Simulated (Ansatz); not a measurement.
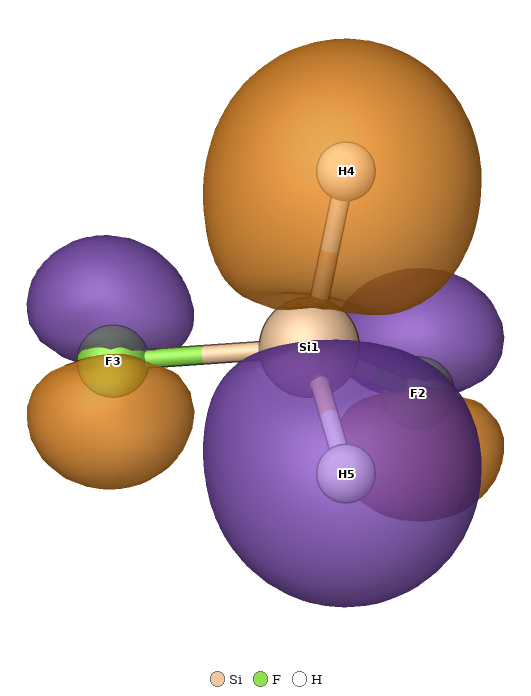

The picture shows: F₂H₂Si. The HOMO at ±0.1 Å⁻³ᐟ² (orange and purple are the two phases), seen at a tilt.

Level of theory: Ansatz, RKS PBE/def2-SVP.

| atom | x (Å) | y (Å) | z (Å) |
| --- | --- | --- | --- |
| Si | -0.0247 | 0.0000 | -0.0174 |
| F | -0.0015 | 0.0000 | 1.6093 |
| F | 1.5168 | 0.0000 | -0.5373 |
| H | -0.6833 | 1.2568 | -0.4832 |
| H | -0.6833 | -1.2568 | -0.4832 |

What is the character of this orbital?

By Hirshfeld shares it lies mainly on Si1 (about 25 %), H4 (about 20 %), H5 (about 20 %), F2 (about 15 %) and F3 (about 15 %). Its energy is −8.24 eV.
